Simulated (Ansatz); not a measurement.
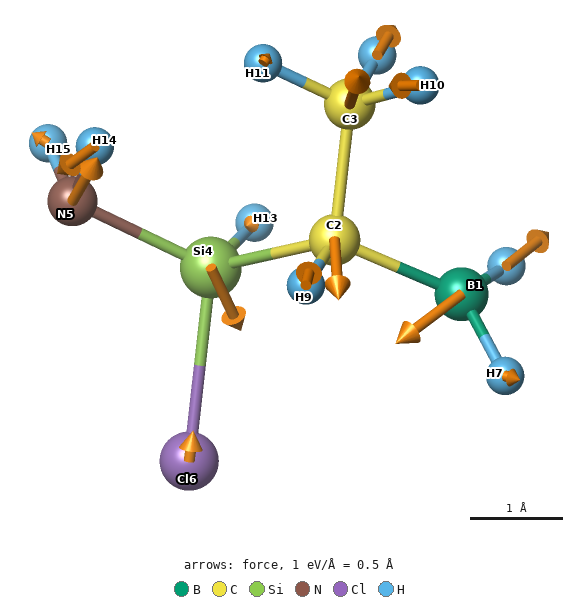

Starting geometry of C2H9BClNSi with the computed forces as orange arrows. The picture is a ball-and-stick view, seen at a tilt.

The run prepares an end point of a later path (inversion) calculation, from a guessed geometry.

Method: RKS PBE/def2-SVP (Ansatz).

Input file:
```yaml
crystal:
  periodic: [false, false, false]
  atoms:
    - { symbol: B, position_ang: [-1.3574, -0.5102, 1.4469] }
    - { symbol: C, position_ang: [-0.0473, -0.0513, 0.7192] }
    - { symbol: C, position_ang: [0.8857, -1.2332, 0.6438] }
    - { symbol: Si, position_ang: [-0.3448, 0.6044, -1.0074] }
    - { symbol: "N", position_ang: [1.1094, 1.0351, -1.8405] }
    - { symbol: Cl, position_ang: [-1.6602, 2.2939, -0.8845] }
    - { symbol: H, position_ang: [-1.7202, 0.0857, 2.4279] }
    - { symbol: H, position_ang: [-2.041, -1.3067, 0.9745] }
    - { symbol: H, position_ang: [0.4319, 0.7881, 1.3448] }
    - { symbol: H, position_ang: [1.1471, -1.5997, 1.7059] }
    - { symbol: H, position_ang: [1.8662, -0.9238, 0.2097] }
    - { symbol: H, position_ang: [0.5037, -2.0616, 0.0817] }
    - { symbol: H, position_ang: [-1.1444, -0.4294, -1.7962] }
    - { symbol: H, position_ang: [1.87884, 0.67109, -1.19761] }
    - { symbol: H, position_ang: [1.14614, 0.48889, -2.70452] }
basis:
  gaussian: { orbitals: def2-SVP }
hamiltonian:
  xc: pbe
relax:
  f_tol: 0.015
  max_steps: 40
```

Launched with:
```bash
ansatz run input.yaml --threads 2 --pin off --max-ram 3072MiB --backend cpu --events-out ev --progress --plain --runs-dir out
```

What follows when this structure is relaxed?

Answer. It isn't relaxed: the largest force vector, on C3, is 2.63 eV/Å. The final displacements have little in common with the starting forces (cosine between the two patterns 0.15). Over 27 accepted moves (29 points after the start) the energy falls by 61.0 kJ/mol. The largest force component goes from 2 to 0.006 eV/Å. The line search rejected the trial steps at points 17, 19 of the run. The forces were under the threshold at step 11, but the run went on from there. H14 moves most after the best rigid fit: 1.08 Å. By element the largest moves are H 1.08 Å, Cl 0.51 Å, C 0.30 Å, B 0.29 Å, Si 0.21 Å, N 0.17 Å. Near-neighbour distances that change, for instance: B1–H8 1.151 → 1.221 Å, N5–H14 1.067 → 1.024 Å, C2–C3 1.508 → 1.546 Å, C3–H12 1.072 → 1.109 Å. Among the angles between lasting bonds that change: Si4–N5–H14 103.4° → 119.6°, Si4–N5–H15 107.7° → 118.4°, B1–C2–C3 108.1° → 117.9°. Groups turn about C2–Si4 by about 20°, B1–C2 by about 20°. The run took 110 s on 2 threads of Arm Neoverse V1, with other jobs on the host, peak memory 0.19 GiB.
